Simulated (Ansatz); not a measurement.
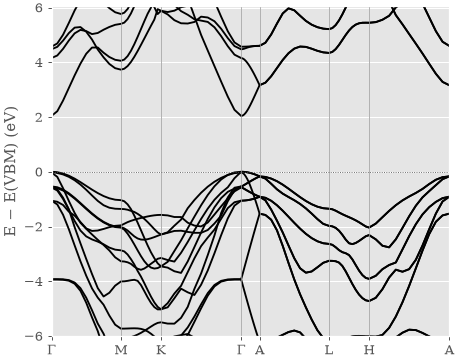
Band structure from the program Ansatz at the LDA level (PAW)

Problem. Read off the gap and where the band edges lie.

Solution. About 2.0 eV (2.04 eV by a search for the band edges); maximum at Γ, minimum at Γ.

The material is GaN in space group P6_3mc (No. 186; Ga on 2a, Ga on 2b, N on 2a, N on 2b).

The cell is a constructed one: a structure type filled with these elements. Its sites differ from those of the usual phase in this space group: another stacking or structure type. The LDA relaxation kept the symmetry of its start; phonons on a q-mesh show no instability. Scalar-relativistic: spin–orbit coupling is off unless named, which matters more the heavier the elements.

Potentials: the later of the program's two PAW sets.
